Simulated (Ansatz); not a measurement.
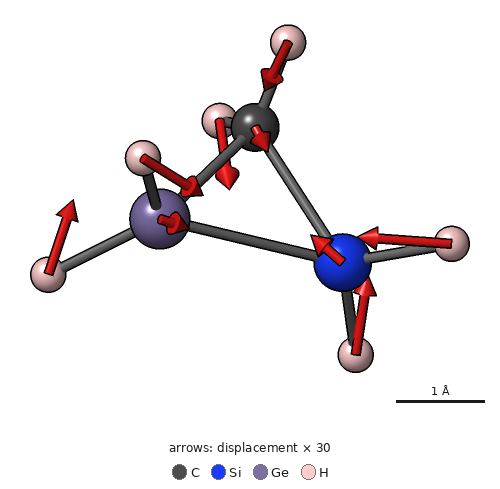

A relaxation of CH6GeSi. The starting structure is drawn; red arrows show the displacements, 30 times their true length. The two geometries are superimposed by the best rigid fit.

A ball-and-stick model, seen at a tilt.

The start comes from PBE-D4/def2-SVP.

Theory: RKS PBE0-D4/def2-TZVP (Ansatz).

Input file:
```yaml
crystal:
  periodic: [false, false, false]
  atoms:
    - {symbol: C, position_ang: [-0.736705, 0.077850, -0.699428]}
    - {symbol: Si, position_ang: [0.900028, 0.890499, -0.148842]}
    - {symbol: Ge, position_ang: [-0.047320, -0.957977, 0.893426]}
    - {symbol: H, position_ang: [-1.665931, 0.650402, -0.524639]}
    - {symbol: H, position_ang: [-0.761616, -0.456316, -1.666175]}
    - {symbol: H, position_ang: [0.811412, 2.262207, 0.451595]}
    - {symbol: H, position_ang: [2.080809, 0.721188, -1.058422]}
    - {symbol: H, position_ang: [0.426254, -2.391507, 0.573492]}
    - {symbol: H, position_ang: [-0.918330, -0.842645, 2.161793]}
basis:
  gaussian: {orbitals: def2-TZVP}
hamiltonian: {xc: pbe0, dispersion: d4}
relax: {f_tol: 0.005, max_steps: 150}
```

Which element moves most?

Hydrogen: up to 0.037 Å, against 0.017 Å for silicon.

What happened in the run?

The energy falls by 3.11 kJ/mol in 6 accepted moves (7 points after the start). Largest force component: 0.52 eV/Å at the start, 0.00086 eV/Å at the end. The line search rejected the trial step at point 6 of the run. The largest move after the best rigid fit is that of H6, 0.037 Å. By element the largest moves are H 0.037 Å, Si 0.017 Å, Ge 0.014 Å, C 0.012 Å. Near-neighbour distances that change, for instance: C1–Si2 1.909 → 1.880 Å, Si2–Ge3 2.324 → 2.297 Å, C1–H4 1.105 → 1.087 Å, Si2–H6 1.500 → 1.482 Å.
